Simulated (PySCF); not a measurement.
SMILES C[C](O)CC(C)C (C6H13O), doublet, GFN2-xTB optimised geometry. Atoms within 1.6 Å of the plane z = 0.0 Å (x, y, z in Å): C2 (-1.45, -0.54, -1.32), O3 (-2.23, -1.67, -1.14), C4 (-0.94, 0.08, -0.08), C5 (0.61, 0.09, 0.00), C6 (1.06, 0.84, 1.25), C7 (1.15, -1.33, 0.00), H12 (-1.33, -0.48, 0.77), H13 (-1.29, 1.12, 0.00), H14 (0.99, 0.61, -0.88), H15 (2.15, 0.86, 1.30), H17 (0.70, 1.87, 1.23), H18 (0.80, -1.87, -0.88), H19 (2.23, -1.33, 0.00), H20 (0.80, -1.87, 0.88).

Method: unrestricted PBE0/def2-SVP (PySCF). Cells within 0.4 Å of a nucleus heavier than hydrogen are left out (blank, or x).

Map of the electrostatic potential (hartree/e), clipped to [-0.08, 0.12] on the plane z = 0.0 Å:

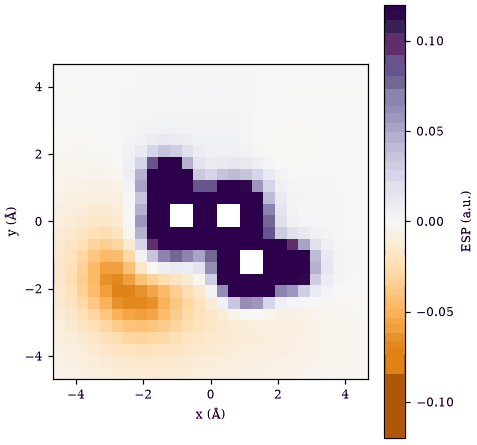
Electrostatic potential (hartree/e), clipped to [-0.08, 0.12] on the plane z = 0.0 Å.
